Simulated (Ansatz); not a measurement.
```xyz
7

F    -2.4202    0.2966    0.3035
Si   -0.8907    0.5918    0.5947
N     0.2267    0.7751   -0.7275
C     0.4065   -0.3595   -0.1173
S     1.4838   -1.6591   -0.4153
H    -0.8120    1.3963    1.8181
H     2.0672   -1.1093   -1.5018
```

Geometry: PBE0-D4/def2-TZVP.

Level of theory: RKS PBE0-D4/def2-TZVPP in Ansatz.

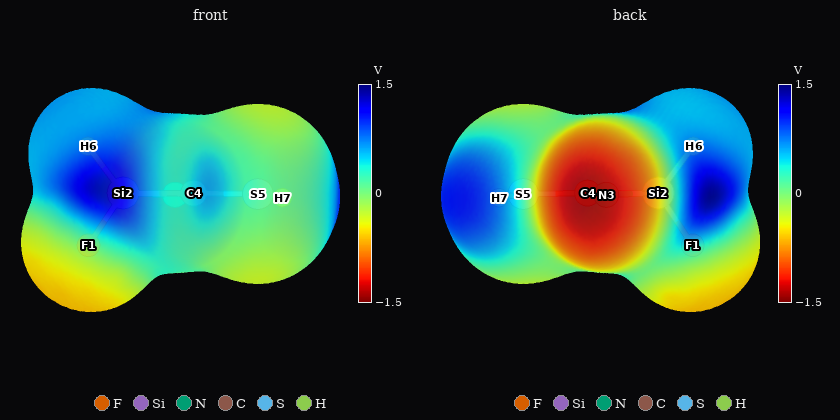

CH$_{2}$FNSSi (SMILES F[SiH]1N=C1S). The molecular electrostatic potential painted on the density surface at 0.001 e/bohr³, seen from the front and from behind; red is negative and blue positive.

Which sites attract a positive test charge, and which a negative one?

A positive charge is drawn to the negative regions and a negative charge to the positive ones. The most negative region (about −1.3 V, or −30 kcal/mol for a unit charge) lies over N3, the most positive (about +1.3 V, or +30 kcal/mol for a unit charge) over Si2. N3 is the likeliest acceptor of a hydrogen bond.
